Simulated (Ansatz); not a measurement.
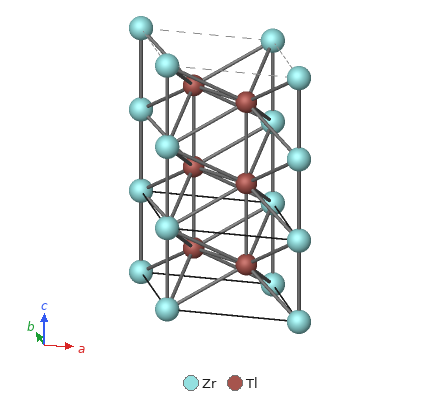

The structure; the drawing may span several cells.

Given this structure, coordinates from a relaxation at fixed volume with DFT PBEsol, scalar-relativistic, plane waves, PAW in Ansatz; the starting structure was generated, so it need not be a known form of this composition, written in its standard cell:

```
Zr Tl
1.0
     5.05199    0.00000    0.00000
    -2.52600    4.37515    0.00000
     0.00000    0.00000    3.05656
Zr Tl
1 2
Direct
  0.00000 0.00000 0.00000
  0.33333 0.66667 0.50000
  0.66667 0.33333 0.50000
```

Q: Predict the [210] zone-axis pattern (200 kV, kinematic, B = 0.8 Å²).

A: The spots form a rectangular net whose two shortest vectors correspond to d = 3.06 Å and 2.53 Å, 90.0° apart. They are 0 0 1 and 1 -2 0. The pattern has symmetry 2mm. No reflection of this zone is absent.

Strongest reflections with d > 0.80 Å, one of each family (|F|² from tabulated Gaussian fits of the electron scattering factors, times a small damping for the curvature of the Ewald sphere):

```
   hkl  d (Å)  I (strongest = 100)
1 -2 0  2.526                  100
 0 0 2  1.528                   38
 0 0 1  3.057                   27
1 -2 2  1.308                   26
2 -4 0  1.263                   24
1 -2 1  1.947                   16
```

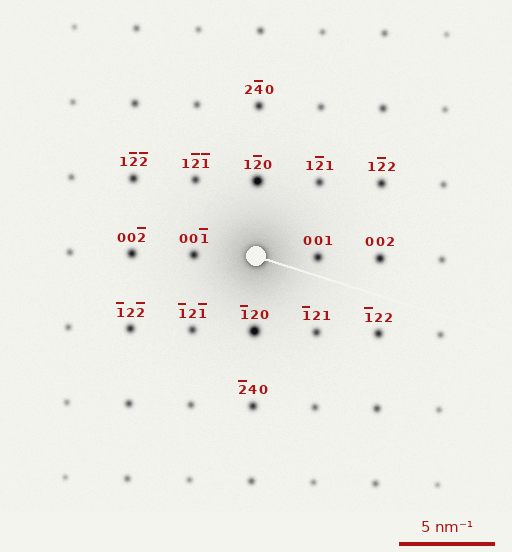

Calculated pattern, seen from the source side with [210] pointing towards the source.
